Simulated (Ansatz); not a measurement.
# Calculations on BH2Cl2F

### Relaxation

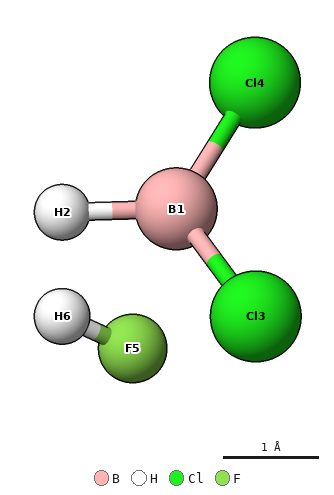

This is the input geometry for a relaxation of BH$_{2}$Cl$_{2}$F. A ball-and-stick model, seen from a free direction.

The run prepares an end point of a later path (reaction) calculation, from a guessed geometry.

Level of theory: Ansatz, RKS PBE/def2-SVP.

The input:
```yaml
crystal:
  periodic: [false, false, false]
  atoms:
    - { symbol: B, position_ang: [0.004293, 0.230315, -0.056824] }
    - { symbol: H, position_ang: [0.009135, 0.427164, 1.128649] }
    - { symbol: Cl, position_ang: [1.527528, 0.2445, -0.916181] }
    - { symbol: Cl, position_ang: [-1.530203, 0.182405, -0.89449] }
    - { symbol: F, position_ang: [0.055555, -2.096402, 0.910599] }
    - { symbol: H, position_ang: [0.039592, -1.390583, 1.518648] }
basis:
  gaussian: { orbitals: def2-SVP }
hamiltonian:
  xc: pbe
relax:
  f_tol: 0.03
  max_steps: 50
```

Command:
```bash
ansatz run input.yaml --threads 1 --pin off --max-ram 2048MiB --backend cpu --events-out ev --progress --plain --runs-dir out
```

> What does the optimiser find from here?

The energy falls by 0.14 kcal/mol in 4 accepted moves (5 points after the start). The largest force component goes from 0.37 to 0.02 eV/Å. The line search rejected the trial step at point 1 of the run. H6 moves most after the best rigid fit: 0.042 Å. Largest moves by element: H 0.042 Å, Cl 0.037 Å, F 0.035 Å, B 0.022 Å. Near-neighbour distances that change, for instance: B1–H2 1.202 → 1.215 Å, F5–H6 0.932 → 0.938 Å.

History of the run:

```tsv
step	E − E(0), kcal/mol	largest force component, eV/Å	note
0	0.00	0.3684	
1	0.02	0.1907	rejected
2	-0.09	0.1273	
3	-0.13	0.0908	
4	-0.14	0.0829	
5	-0.14	0.0198
```

Final geometry:

```xyz
6

B     0.0032    0.2424   -0.0752
H     0.0078    0.4051    1.1288
Cl    1.5223    0.2690   -0.9380
Cl   -1.5266    0.2099   -0.9188
F     0.0548   -2.1181    0.9387
H     0.0445   -1.4109    1.5550
```

### Relaxation

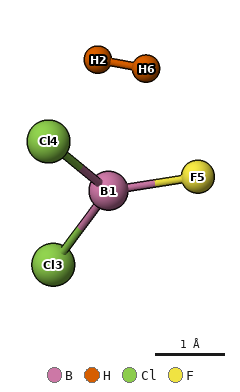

This is the input geometry for a relaxation of BH2Cl2F. The picture is a ball-and-stick view, seen from a free direction.

The run prepares an end point of a later path (reaction) calculation, from a guessed geometry.

Computed with RKS PBE/def2-SVP in Ansatz 0.2.0.

Input
```yaml
crystal:
  periodic: [false, false, false]
  atoms:
    - { symbol: B, position_ang: [0.012796, -0.573512, -0.435907] }
    - { symbol: H, position_ang: [0.020832, 0.146095, 1.851617] }
    - { symbol: Cl, position_ang: [1.532614, 0.215934, -0.826918] }
    - { symbol: Cl, position_ang: [-1.524653, 0.169221, -0.851051] }
    - { symbol: F, position_ang: [0.027841, -1.784333, 0.098921] }
    - { symbol: H, position_ang: [0.036471, -0.576006, 1.853738] }
basis:
  gaussian: { orbitals: def2-SVP }
hamiltonian:
  xc: pbe
relax:
  f_tol: 0.03
  max_steps: 50
```

Launched with:
```bash
ansatz run input.yaml --threads 1 --pin off --max-ram 2048MiB --backend cpu --events-out ev --progress --plain --runs-dir out
```

Q: What does the optimiser find from here?

A: The largest move after the best rigid fit is that of H2, 0.54 Å. By element the largest moves are H 0.54 Å, F 0.29 Å, B 0.28 Å, Cl 0.24 Å. Among the contacts that change: H2–H6 0.722 → 0.768 Å. Over 8 accepted moves (11 points after the start) the energy falls by 4.02 kcal/mol. Largest force component: 1.8 eV/Å at the start, 0.015 eV/Å at the end. The line search rejected the trial steps at points 2, 3, 10 of the run.

Final geometry:

```xyz
6

B     0.0166   -0.6226   -0.7160
H     0.0205    0.2520    2.3787
Cl    1.5354    0.1811   -1.0649
Cl   -1.5246    0.1391   -1.0614
F     0.0338   -1.8370   -0.1865
H     0.0241   -0.5152    2.3405
```

The end point in the same view:

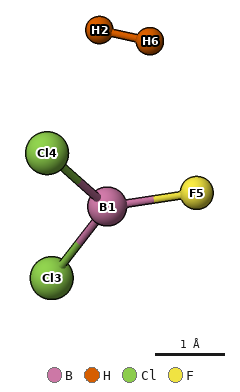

### Path

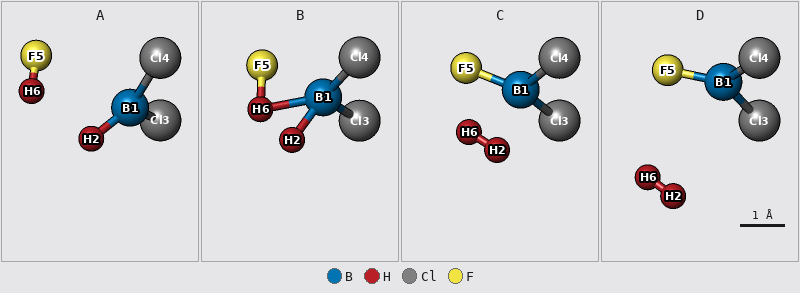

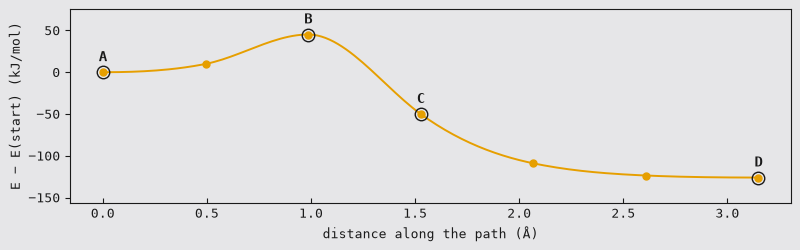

A nudged-elastic-band calculation for BH₂Cl₂F. Images are numbered from 0 (start) to 6 (end). Frames A to D are images 0, 2, 3, 6. A ball-and-stick model, seen from a free direction.

The calculation used Ansatz, RKS PBE/def2-SVP.

Input
```yaml
crystal:
  periodic: [false, false, false]
  atoms:
    - { symbol: B, position_ang: [0.003166, 0.242392, -0.075231] }
    - { symbol: H, position_ang: [0.007756, 0.405088, 1.128814] }
    - { symbol: Cl, position_ang: [1.522266, 0.26906, -0.937973] }
    - { symbol: Cl, position_ang: [-1.526548, 0.20991, -0.91879] }
    - { symbol: F, position_ang: [0.054812, -2.118122, 0.938623] }
    - { symbol: H, position_ang: [0.044447, -1.410929, 1.554958] }
basis:
  gaussian: { orbitals: def2-SVP }
hamiltonian:
  xc: pbe
neb:
  order_check: false
  images: 5
  f_tol: 0.03
  max_iterations: 60
  final_atoms:
    - { symbol: B, position_ang: [0.0142926, -0.61073511, -0.71853573] }
    - { symbol: H, position_ang: [0.02414345, 0.22711787, 2.38627804] }
    - { symbol: Cl, position_ang: [1.52662501, 0.20678211, -1.06339865] }
    - { symbol: Cl, position_ang: [-1.53296267, 0.14500335, -1.04928051] }
    - { symbol: F, position_ang: [0.04127544, -1.83117479, -0.20362793] }
    - { symbol: H, position_ang: [0.03252517, -0.53959444, 2.33896578] }
  initial_path:
    images:
      - { positions_ang: [[0.003166, 0.242392, -0.075231], [0.007756, 0.405088, 1.128814], [1.522266, 0.26906, -0.937973], [-1.526548, 0.20991, -0.91879], [0.054812, -2.118122, 0.938623], [0.044447, -1.410929, 1.554958]] }
      - { positions_ang: [[0.00169115, 0.16385914, -0.04682169], [0.00531716, 0.25964318, 1.26905137], [1.55101418, 0.19058029, -0.9324487], [-1.55539149, 0.14857674, -0.91853913], [0.06008792, -1.92577763, 0.78662453], [0.04318007, -1.23948272, 1.53253461]] }
      - { positions_ang: [[0.00021631, 0.08532628, -0.01841238], [0.00287832, 0.11419837, 1.40928874], [1.57976237, 0.11210058, -0.92692439], [-1.58423498, 0.08724348, -0.91828825], [0.06536385, -1.73343326, 0.63462606], [0.04191313, -1.06803644, 1.51011122]] }
      - { positions_ang: [[-0.00125854, 0.00679342, 0.00999694], [0.00043948, -0.03124645, 1.54952611], [1.60851055, 0.03362086, -0.92140009], [-1.61307847, 0.02591022, -0.91803738], [0.07063977, -1.54108889, 0.48262759], [0.0406462, -0.89659016, 1.48768784]] }
      - { positions_ang: [[0.00392518, -0.19904942, -0.23284729], [0.0083408, 0.05487499, 1.82844342], [1.58121537, 0.09134128, -0.96873294], [-1.5863732, 0.06560793, -0.96178509], [0.06085166, -1.63778419, 0.25387575], [0.03793919, -0.77759159, 1.77144715]] }
      - { positions_ang: [[0.00910889, -0.40489227, -0.47569151], [0.01624212, 0.14099643, 2.10736073], [1.55392019, 0.1490617, -1.0160658], [-1.55966794, 0.10530564, -1.0055328], [0.05106355, -1.73447949, 0.02512391], [0.03523218, -0.65859301, 2.05520647]] }
      - { positions_ang: [[0.0142926, -0.61073511, -0.71853573], [0.02414345, 0.22711787, 2.38627804], [1.52662501, 0.20678211, -1.06339865], [-1.53296267, 0.14500335, -1.04928051], [0.04127544, -1.83117479, -0.20362793], [0.03252517, -0.53959444, 2.33896578]] }
```

Launched with:
```bash
ansatz run input.yaml --threads 1 --pin off --max-ram 2048MiB --backend cpu --events-out ev --progress --plain --runs-dir out
```

Q: Describe the mechanism and the energy profile.

A: Breaking: B1–H2 (1.21 → 1.33 at the top → 3.22 Å), F5–H6 (0.94 → 1.16 at the top → 2.85 Å). Forming: B1–F5 (2.57 → 1.65 at the top → 1.32 Å), H2–H6 (1.87 → 1.09 at the top → 0.77 Å). The highest point, image 2, lies 45.1 kJ/mol above the start and 171.2 kJ/mol above the end; the end is at −126.1 kJ/mol relative to the start. The band converged in 47 iterations, with a climbing image at the top. At the top, the vibrational analysis gives one imaginary mode (944i cm⁻¹), as a transition state must have.

The run took 4.9 min on 1 thread of Intel(R) Xeon(R) Platinum 8488C (Sapphire Rapids) (shared host), peak memory 0.15 GiB.
